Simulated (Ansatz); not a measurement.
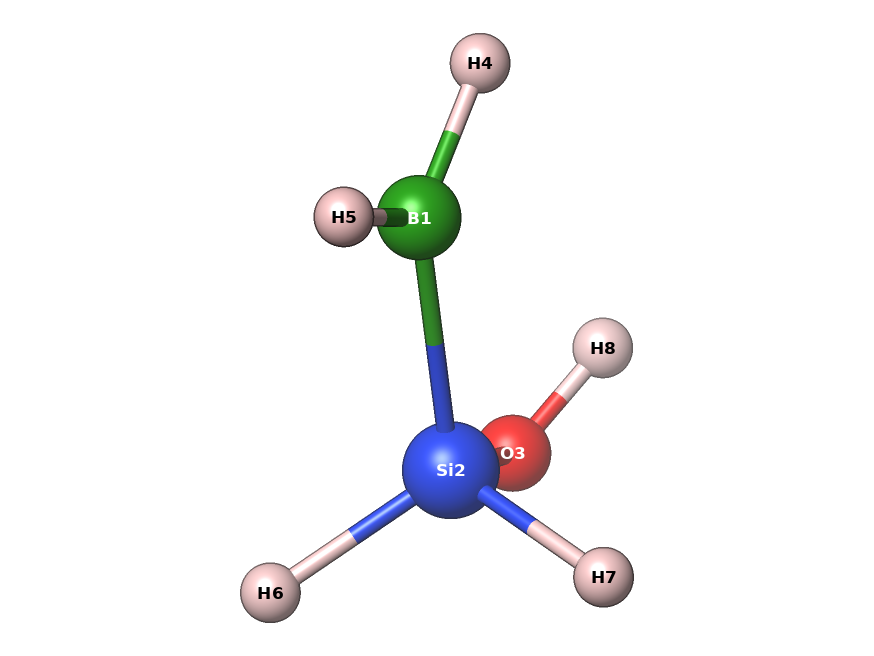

O3 lies behind Si2. The molecule seen a little off the Si2–O3 bond, Si2 in front. Depth is shown by fading: the farther an atom, the more it takes the colour of the background. The computed structure is the end point of a PBE-D4/def2-SVP optimisation. No frequency run is at hand to confirm it as a minimum.

Q: What is the torsion angle B1–Si2–O3–H8? The sign is positive where the front bond must turn clockwise to cover the back bond.

A: 37°, synclinal (gauche).
